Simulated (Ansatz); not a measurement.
Take BaTiO3 in the cubic perovskite structure (space group Pm-3m, No. 221; a = 3.970 Å) as the base. Axes: x, y, z lie along the cube axes.

It is then changed as follows: the cell is stretched by 0.60 % along z with no lateral relaxation; the atoms relax in the strained cell.

Method: PBEsol, PAW, 420 eV (Ansatz, a program for electronic structure; no SOC).

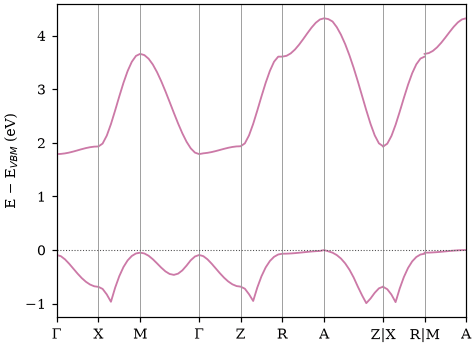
Highest valence and lowest conduction band along the path of the changed cell's own zone

The gap is 1.79 eV, indirect, A → Γ; the base has 1.82 eV.

Whether these cells are dynamically stable was not tested. The final runs are not spin-polarised. Many cubic perovskites are stable only at high temperature; tilts and polar distortions were not tested. This is not the structure that BaTiO3 has at room temperature and ambient pressure. Labels are those of the standard path for the cell's own space group.
